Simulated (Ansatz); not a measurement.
The starting structures come from a database of crystals and need not be the phases stable at ambient conditions.

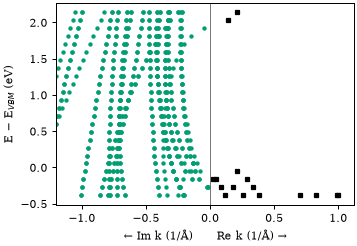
Figure: Complex bands at the centre of the two-dimensional zone; r2SCAN (Ansatz, an electronic-structure program)

The gap is the functional's own. No spin-orbit coupling. Mid-gap values are interpolated on the energy grid.

**Question.** This is LiYSe$_{2}$ (R-3m, not sure to be the ambient phase, 4 atoms a cell, 23.0 Å³ an atom) along the normal of (100). Read off the slowest decay at the centre of the two-dimensional zone at 0.94 eV, the computed energy nearest the middle of the gap.

**Answer.** κ ≈ 0.21 1/Å, a decay length 1/(2κ) of the density of 2.4 Å.
